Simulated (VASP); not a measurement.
Band structure of I (space group Cmce). Calculation: PBE GGA, VASP's PBE PAW potentials (set 64) (plane waves; VASP).

The path is coarsely sampled, so an indirect gap can come out somewhat too large. Unless said otherwise, spin-orbit coupling is left out, though it shifts the bands of the heavy elements here.

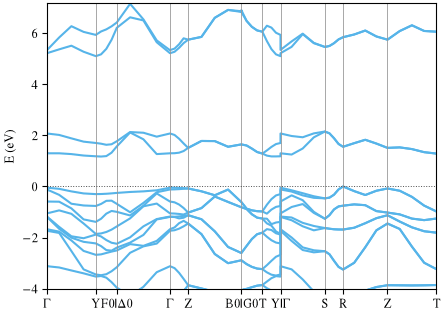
Fig. 1. Bands along high-symmetry lines, zero at the valence-band maximum or, without a gap, the Fermi level

Question: Read the plot: is there a gap, and where are the band edges?

Answer: The gap is indirect, 1.17 eV, from the valence maximum at R to the conduction minimum at Y-F0 at 0.25.

The structure is a typed I crystal (Cmce). The cell was not relaxed at this level. The k-mesh is coarse (spacing up to 0.52 per Å, 2π included), so the numbers may not be converged in it.
